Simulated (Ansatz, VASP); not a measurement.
# GaN in two plane-wave programs, part 2 of 2

Aim: how closely do two programs agree when they are given the same cell, functional and k mesh?

VASP 6.6.1 and Ansatz 0.2.0.

So far: Starting point; Ansatz: band structure, r2SCAN-EpsX.

The database entry behind the starting cell has ideal inner coordinates that were not refined, so it need not match the best structure at ambient conditions.

### 3. VASP: band structure, r2SCAN-EpsX

Level of this step: r2SCAN-EpsX, exact-exchange share 1/5.781; plane waves and PAW (Ga_d, N) (VASP).

The same cell, functional, mesh and smearing now go to VASP, with its own data sets and cutoff.

Lines of VASP's logs that name or quote its potential files are left out, and so is its time.

INCAR

```
SYSTEM = GaN
PREC = Accurate
ENCUT = 460
EDIFF = 1E-06
NELM = 100
ISMEAR = 0
SIGMA = 0.03
LREAL = .FALSE.
ALGO = Normal
LHFCALC = .TRUE.
AEXX = 0.173
METAGGA = R2SCAN
LASPH = .TRUE.
NBANDS = 24
PRECFOCK = Fast
HFRCUT = -1
LORBIT = 11
LWAVE = .FALSE.
LCHARG = .FALSE.
KPAR = 8
```

POSCAR

```
GaN
1.0
    3.1900000000      0.0000000000      0.0000000000
   -1.5950000000      2.7626210381      0.0000000000
    0.0000000000      0.0000000000      5.1890000000
Ga N
2 2
Direct
    0.3333333333      0.6666666667      0.5000000000
    0.6666666667      0.3333333333      0.0000000000
    0.3333333333      0.6666666667      0.8750000000
    0.6666666667      0.3333333333      0.3750000000
```

KPOINTS

```
Automatic mesh
0
Gamma
5 5 3
0 0 0
```

KPOINTS_OPT

```
Line mode
10
Line-mode
Reciprocal
  0.00000000   0.00000000   0.00000000 GAMMA
  0.50000000   0.00000000   0.00000000 M

  0.50000000   0.00000000   0.00000000 M
  0.33333333   0.33333333   0.00000000 K

  0.33333333   0.33333333   0.00000000 K
  0.00000000   0.00000000   0.00000000 GAMMA

  0.00000000   0.00000000   0.00000000 GAMMA
  0.00000000   0.00000000   0.50000000 A

  0.00000000   0.00000000   0.50000000 A
  0.50000000   0.00000000   0.50000000 L

  0.50000000   0.00000000   0.50000000 L
  0.33333333   0.33333333   0.50000000 H

  0.33333333   0.33333333   0.50000000 H
  0.00000000   0.00000000   0.50000000 A

  0.50000000   0.00000000   0.50000000 L
  0.50000000   0.00000000   0.00000000 M

  0.33333333   0.33333333   0.00000000 K
  0.33333333   0.33333333   0.50000000 H
```

PAW data sets: Ga_d and N (PBE family, release 64).

The run is started by

```sh
> mpirun -np 8 vasp_std
```

Numbers of over 12 decimals in the logs are rounded to 6 here.

The program printed:

```text
[banner, memory and clock lines left out]
running    8 mpi-ranks, on    1 nodes
 distrk:  each k-point on    1 cores,    8 groups
 distr:  one band on    1 cores,    1 groups

 POSCAR found type information on POSCAR GaN
 POSCAR found :  2 types and       4 ions
|                                                                             |
|           W    W    AA    RRRRR   N    N  II  N    N   GGGG   !!!           |
|           W    W   A  A   R    R  NN   N  II  NN   N  G    G  !!!           |
|           W    W  A    A  R    R  N N  N  II  N N  N  G       !!!           |
|           W WW W  AAAAAA  RRRRR   N  N N  II  N  N N  G  GGG   !            |
|           WW  WW  A    A  R   R   N   NN  II  N   NN  G    G                |
|           W    W  A    A  R    R  N    N  II  N    N   GGGG   !!!           |
|                                                                             |
|     For optimal performance we recommend to set                             |
|       NCORE = 2 up to number-of-cores-per-socket                            |
|     NCORE specifies how many cores store one orbital (NPAR=cpu/NCORE).      |
|     This setting can greatly improve the performance of VASP for DFT.       |
|     The default, NCORE=1 might be grossly inefficient on modern             |
|     multi-core architectures or massively parallel machines. Do your        |
|     Unfortunately you need to use the default for GW and RPA                |
|     calculations (for HF NCORE is supported but not extensively tested      |
|     yet).                                                                   |
|                                                                             |

|                                                                             |
|               ----> ADVICE to this user running VASP <----                  |
|                                                                             |
|     You enforced a specific xc type in the INCAR file but a different       |
|     [... a line on the potential file left out ...]
|     I HOPE YOU KNOW WHAT YOU ARE DOING!                                     |
|                                                                             |

 LDA part: xc-table for (None), standard interpolation
 found WAVECAR, reading the header
 POSCAR, INCAR and KPOINTS ok, starting setup
 FFT: planning ... GRIDC
 FFT: planning ... GRID_SOFT
 FFT: planning ... GRID
 HFRCUT set to (new)   9.355265
 reading WAVECAR
 the WAVECAR file was read successfully
 initial charge from wavefunction
 entering main loop
       N       E                     dE             d eps       ncg     rms          rms(c)
DAV:   1    -0.454904169324E+02   -0.45490E+02   -0.28397E+00   592   0.344E+01    0.145E+00
DAV:   2    -0.454531258430E+02    0.37291E-01   -0.31641E-01   656   0.983E+00    0.851E-01
DAV:   3    -0.454467672877E+02    0.63586E-02   -0.56027E-02   784   0.320E+00    0.549E-01
DAV:   4    -0.454478444020E+02   -0.10771E-02   -0.77161E-03   768   0.962E-01    0.329E-01
DAV:   5    -0.454480069343E+02   -0.16253E-03   -0.47949E-04   776   0.284E-01    0.187E-01
DAV:   6    -0.454480527535E+02   -0.45819E-04   -0.78575E-05   552   0.876E-02    0.107E-01
DAV:   7    -0.454480781591E+02   -0.25406E-04   -0.15161E-05   672   0.489E-02    0.618E-02
DAV:   8    -0.454480934818E+02   -0.15323E-04   -0.58794E-06   592   0.342E-02    0.368E-02
DAV:   9    -0.454481034189E+02   -0.99371E-05   -0.37122E-06   520   0.223E-02    0.216E-02
DAV:  10    -0.454481096024E+02   -0.61836E-05   -0.20134E-06   440   0.133E-02    0.130E-02
DAV:  11    -0.454481133063E+02   -0.37039E-05   -0.39107E-07   272   0.807E-03    0.796E-03
DAV:  12    -0.454481155727E+02   -0.22664E-05   -0.31098E-07   264   0.602E-03    0.478E-03
DAV:  13    -0.454481169505E+02   -0.13777E-05   -0.11561E-07   264   0.417E-03    0.291E-03
DAV:  14    -0.454481177741E+02   -0.82361E-06   -0.76140E-08   240   0.308E-03
   1 F= -.45448118E+02 E0= -.45448118E+02  d E =-.959377E-15
 Start KPOINTS_OPT (optional k-point list driver)
k-point batch [1-10\90]
       N       E                     dE             ncg
DAV:   1     0.800918077336E+03   -0.60944E+04      520
DAV:   2    -0.205807323942E+04   -0.28590E+04      488
DAV:   3    -0.242326739548E+04   -0.36519E+03      552
DAV:   4    -0.243908068918E+04   -0.15813E+02      648
DAV:   5    -0.243937030973E+04   -0.28962E+00      624
DAV:   6    -0.243938159428E+04   -0.11285E-01      776
DAV:   7    -0.243938180812E+04   -0.21385E-03      624
DAV:   8    -0.243938181265E+04   -0.45265E-05      568
DAV:   9    -0.243938181283E+04   -0.17748E-06      440
[...]
k-point batch [81-90\90]
       N       E                     dE             ncg
DAV:   1     0.595232101127E+03   -0.14089E+05      520
DAV:   2    -0.223156060034E+04   -0.28268E+04      512
DAV:   3    -0.255362264074E+04   -0.32206E+03      608
DAV:   4    -0.256524727805E+04   -0.11625E+02      560
DAV:   5    -0.256547112541E+04   -0.22385E+00      608
DAV:   6    -0.256547935481E+04   -0.82294E-02      720
DAV:   7    -0.256547944037E+04   -0.85558E-04      576
DAV:   8    -0.256547944121E+04   -0.84597E-06      376
```

OUTCAR, selected parts (step 3):

```text
ion  position               nearest neighbor table
   1  0.333  0.667  0.500-   3 1.95   4 1.95   4 1.95   4 1.95
   2  0.667  0.333  0.000-   4 1.95   3 1.95   3 1.95   3 1.95
   3  0.333  0.667  0.875-   1 1.95   2 1.95   2 1.95   2 1.95
   4  0.667  0.333  0.375-   2 1.95   1 1.95   1 1.95   1 1.95

  LATTYP: Found a hexagonal cell.
 ALAT       =     3.1900000000
 C/A-ratio  =     1.6266457680

 Subroutine GETGRP returns: Found 12 space group operations
 (whereof  6 operations were pure point group operations)

The static configuration has the point symmetry C_3v.
 The point group associated with its full space group is C_6v.

 Found     10 irreducible k-points:

   k-points           NKPTS =     10   k-points in BZ     NKDIM =     75   number of bands    NBANDS=     24

   dimension x,y,z NGX =    24 NGY =   24 NGZ =   36
   dimension x,y,z NGXF=    48 NGYF=   48 NGZF=   72

   ENCUT  =  460.0 eV  33.81 Ry    5.81 a.u.   5.58  5.58  9.07*2*pi/ulx,y,z

   NELECT =      36.0000    total number of electrons

 k-points in reciprocal lattice and weights: Automatic mesh
   0.00000000  0.00000000  0.00000000       0.013
   0.20000000  0.00000000  0.00000000       0.080
   0.40000000 -0.00000000  0.00000000       0.080
   0.20000000  0.20000000  0.00000000       0.080
   0.40000000  0.20000000  0.00000000       0.080
   0.00000000  0.00000000  0.33333333       0.027
   0.20000000  0.00000000  0.33333333       0.160
   0.40000000 -0.00000000  0.33333333       0.160
   0.20000000  0.20000000  0.33333333       0.160
   0.40000000  0.20000000  0.33333333       0.160

  exchange ACFDT corr.  =         0.00000000  see jH, gK, PRB 81, 115126

 average (electrostatic) potential at core
       1 -62.1937       2 -62.1937       3 -60.4885       4 -60.4885

 E-fermi :   4.4505

 k-point     1 :       0.0000    0.0000    0.0000
  band No.  band energies     occupation
    ...
     14       3.1646      2.00000
     15       3.1646      2.00000
     16       4.2412      2.00000
     17       4.2949      2.00000
     18       4.2949      2.00000
     19       7.8713      0.00000
     20      10.4562      0.00000
     21      15.7975      0.00000
     22      16.2949      0.00000
     23      16.2950      0.00000
    ...

 k-point     2 :       0.2000    0.0000    0.0000
  band No.  band energies     occupation
    ...
     14       0.8519      2.00000
     15       2.0172      2.00000
     16       2.4346      2.00000
     17       3.7892      2.00000
     18       3.9403      2.00000
     19       9.8541      0.00000
     20      12.0768      0.00000
     21      14.1310      0.00000
     22      15.1142      0.00000
     23      16.8042      0.00000
    ...

 k-point     3 :       0.4000   -0.0000    0.0000
  band No.  band energies     occupation
    ...
     14      -1.0432      2.00000
     15      -0.3906      2.00000
     16       1.4829      2.00000
     17       2.4057      2.00000
     18       3.3361      2.00000
     19      11.1503      0.00000
     20      11.8382      0.00000
     21      12.3923      0.00000
     22      15.0989      0.00000
     23      16.8265      0.00000
    ...

  energy-cutoff  :      460.00
  volume of cell :       45.73
      direct lattice vectors                 reciprocal lattice vectors
     3.190000000  0.000000000  0.000000000     0.313479624  0.180987545  0.000000000
    -1.595000000  2.762621038  0.000000000     0.000000000  0.361975090  0.000000000
     0.000000000  0.000000000  5.189000000     0.000000000  0.000000000  0.192715359

 POSITION                                       TOTAL-FORCE (eV/Angst)
 -----------------------------------------------------------------------------------
     -0.00000      1.84175      2.59450         0.000000     -0.000000     -0.143508
      1.59500      0.92087      0.00000        -0.000000      0.000000     -0.143508
     -0.00000      1.84175      4.54038        -0.000000      0.000000      0.143508
      1.59500      0.92087      1.94588         0.000000     -0.000000      0.143508
 -----------------------------------------------------------------------------------
    total drift:                                0.000001      0.000002     -0.039509

  FREE ENERGIE OF THE ION-ELECTRON SYSTEM (eV)
  ---------------------------------------------------
  free  energy   TOTEN  =       -45.4481177741 eV

  energy  without entropy=      -45.4481177741  energy(sigma->0) =      -45.44811777

 total charge
# of ion       s       p       d       tot
------------------------------------------
    1        0.736   0.875  10.203  11.814
    2        0.736   0.875  10.203  11.814
    3        1.231   2.537   0.000   3.768
    4        1.231   2.537   0.000   3.768
--------------------------------------------------
tot          3.936   6.823  20.406  31.164

[... 3 further parts left out ...]
```

### 4. Side by side

Known differences besides the PAW data sets themselves: exact exchange at q = 0 is treated differently, which shows on coarse meshes; VASP keeps PBE cores, Ansatz makes them for the functional; the cutoff is 500 eV in Ansatz and 460 eV in VASP; VASP takes a coarser grid for exact exchange (PRECFOCK = Fast). Total energies have different zeros and are not compared.

Both answers:

```tsv
quantity	Ansatz	VASP	difference
gap over the path points (eV)	3.568	3.576	-0.008
```

Forces (eV/Å; atoms numbered as in POSCAR):

```tsv
atom	Ansatz x, y, z	VASP x, y, z
Ga1	0.000, 0.000, -0.137	0.000, 0.000, -0.144
Ga2	0.000, 0.000, -0.137	0.000, 0.000, -0.144
N3	0.000, 0.000, 0.136	0.000, 0.000, 0.144
N4	0.000, 0.000, 0.136	0.000, 0.000, 0.144
```

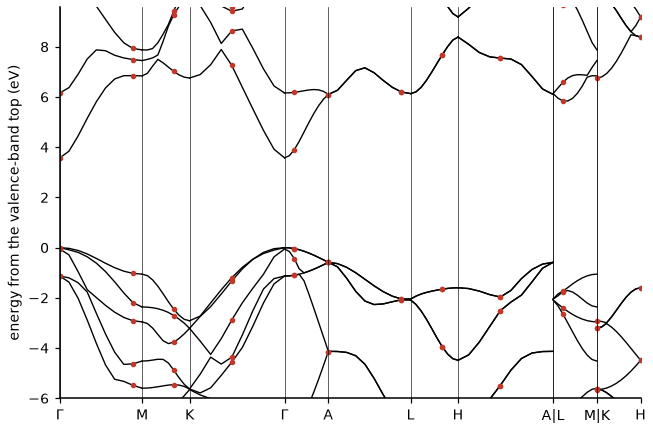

Bands from VASP (lines) and levels from Ansatz (dots). Dots without a line are higher empty bands that the VASP plot leaves out.

Levels at points of the path, from each program's valence-band top (eV; 4 filled, then empty):

```tsv
k (reciprocal lattice)	Ansatz	VASP
0.000 0.000 0.000	-1.13 -0.06 0.00 0.00 3.57 6.16 11.49	-1.13 -0.05 0.00 0.00 3.58 6.16 11.50
0.444 0.000 0.000	-4.63 -2.91 -2.20 -1.02 6.85 7.49 7.93	-4.63 -2.91 -2.19 -1.02 6.85 7.49 7.93
0.389 0.222 0.000	-4.88 -3.77 -2.71 -2.46 7.02 9.28 9.42	-4.88 -3.76 -2.70 -2.45 7.02 9.27 9.43
0.185 0.185 0.000	-4.37 -2.89 -1.33 -1.20 7.26 8.63 9.43	-4.36 -2.88 -1.32 -1.20 7.26 8.63 9.42
0.000 0.000 0.111	-1.10 -0.44 -0.04 -0.04 3.90 6.19 11.39	-1.10 -0.43 -0.04 -0.04 3.90 6.19 11.40
0.000 0.000 0.500	-0.58 -0.58 -0.58 -0.58 6.10 6.10 10.64	-0.58 -0.58 -0.58 -0.58 6.10 6.10 10.64
0.444 0.000 0.500	-2.08 -2.08 -2.04 -2.04 6.20 6.20 9.89	-2.08 -2.08 -2.05 -2.05 6.20 6.20 9.89
0.389 0.222 0.500	-3.95 -3.95 -1.66 -1.66 7.68 7.68 9.93	-3.95 -3.95 -1.65 -1.65 7.68 7.68 9.94
0.185 0.185 0.500	-2.52 -2.52 -1.97 -1.97 7.55 7.55 9.93	-2.51 -2.51 -1.97 -1.97 7.55 7.55 9.92
0.500 0.000 0.389	-2.65 -2.40 -1.75 -1.73 5.85 6.58 9.65	-2.64 -2.40 -1.75 -1.73 5.85 6.58 9.64
```

The forces differ by 4.0 meV/Å r.m.s., which is 4.9 % of the r.m.s. force of 0.08 eV/Å (both taken over all components). Among the levels compared (up to four filled and three empty ones at each point), filled levels agree within 9 meV and empty ones within 12 meV.

### 5. What came out

- difference in gap over the path points (band structure, r2SCAN-EpsX): -0.0080 eV

The difference in gap over the path points is -0.0080 eV (band structure, r2SCAN-EpsX), within the 0.08 eV picked in this series as the mark of a large difference. How closely two codes agree says nothing of how well the functional describes the real material.

[Lines on the potential files, build, host, timing and source positions are cut from VASP's logs without a mark.]

[Logs are printed without paths, hosts, clocks, repeated set-up lines and the standing remarks that a program may print on its own settings, such as how far it seeks lower states.]

[Hosts, paths, dates, database ids (printed as entryN), source tags and the programs' standing remarks are cut or masked in the printed files.]
